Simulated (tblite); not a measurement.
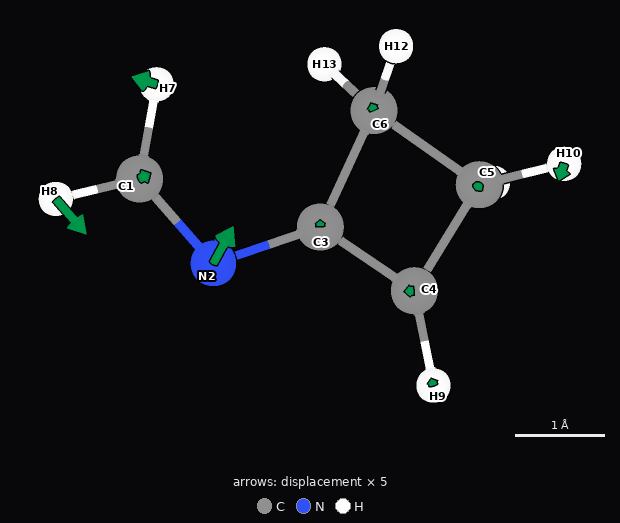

This is a relaxation of C5H7N. The starting structure is drawn; green arrows show the displacements, magnified 5 times. The two geometries are superimposed by the best rigid fit.

Style: ball-and-stick. Shown at a tilt.

Method: GFN2-xTB geometry optimisation, gas phase (tblite). 

Question: Describe the change and its energy.

Answer: An H atom moves most after the best rigid fit: 0.12 Å. Largest moves by element: H 0.12 Å, N 0.11 Å, C 0.03 Å. Near-neighbour distances that change, for instance: C–N 1.447 → 1.364 Å, C–N 1.295 → 1.263 Å, C–H 1.097 → 1.080 Å, C–H 1.109 → 1.094 Å. Bond angles that change, for instance: C–N–C 115.6° → 121.2°, N–C–C 136.5° → 134.1°, N–C–H 120.4° → 118.1°. The energy falls by 4.96 kcal/mol in 29 geometry steps. Cost: 0.1 s on 1 thread of Intel(R) Xeon(R) Platinum 8488C, on a shared host.
